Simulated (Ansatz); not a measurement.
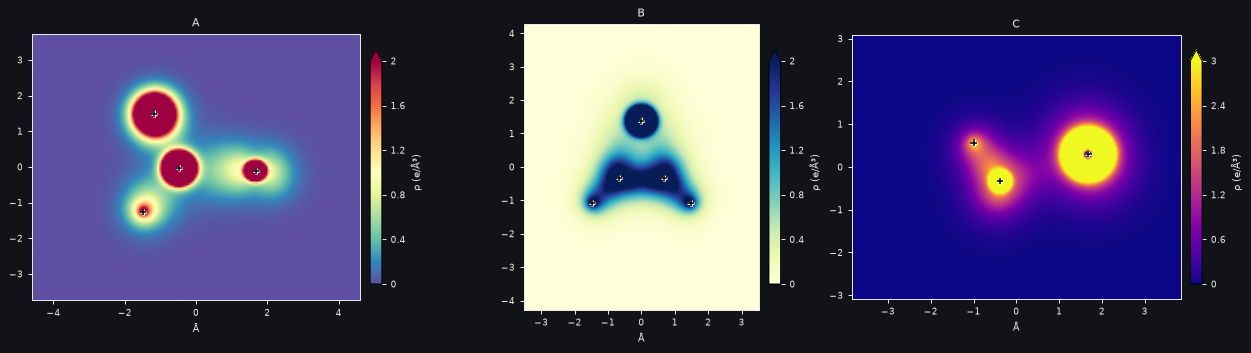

The total electron density of 3 systems, each on a plane through atoms (crosses mark nuclei in the plane).

All numbers below come from isolated molecule in a Gaussian basis; Kohn-Sham density functional theory, functional PBE0 in Ansatz.

System 1: AlBF2H2 (SMILES F[BH][AlH][F]), the plane of atoms F3, Al1 and H6. Geometry: PBE0-D3(BJ)/pcseg-1.

```xyz
6

Al    0.8871   -0.6903   -0.2910
B    -1.2610   -0.6472   -0.1288
F     1.6407    0.7835   -0.5843
F    -1.8359   -0.7286    1.0705
H    -2.0332   -0.5626   -1.0560
H     1.8466   -1.9539   -0.2135
```

System 2: C2H4Si (SMILES C1=C[SiH2]1), the plane of atoms C1, C2 and Si3. Geometry: BLYP-D3(BJ)/def2-SVP.

```yaml
atoms:
  - { symbol: C, position_ang: [-0.4877, -0.0043, -0.6234] }
  - { symbol: C, position_ang: [-0.2675, 0.5694, -1.8201] }
  - { symbol: Si, position_ang: [0.5050, -1.1016, -1.7229] }
  - { symbol: H, position_ang: [-1.0074, 0.2637, 0.3095] }
  - { symbol: H, position_ang: [-0.5250, 1.5203, -2.3116] }
  - { symbol: H, position_ang: [-0.1077, -2.2850, -2.4030] }
  - { symbol: H, position_ang: [1.9794, -1.2695, -1.5321] }
```

System 3: CH3I (SMILES CI), the plane of atoms I2, C1 and H4. Geometry: r2SCAN-D4/def2-SVP; core potentials replace the inner electrons of I.

```xyz
5

C    -0.0916   -0.4668   -0.4829
I    -0.2732    0.9375    1.1434
H    -1.0807   -0.5749   -0.9412
H     0.2570   -1.4172   -0.0645
H     0.6328   -0.0583   -1.1958
```

**Match each panel to its system.**

Panel A is system 1, AlBF2H2: the plane holds Al, B, F and H. Al–F (1.68 Å): ρ at the midpoint is about 0.84 e/Å³. Panel B is system 2, C2H4Si: the plane holds C, Si and H. C–C (1.35 Å): the density is about 2.2 e/Å³ at the midpoint. Panel C is system 3, CH3I: the plane holds C, I and H. C–I (2.16 Å): ρ is about 0.8 e/Å³ halfway.
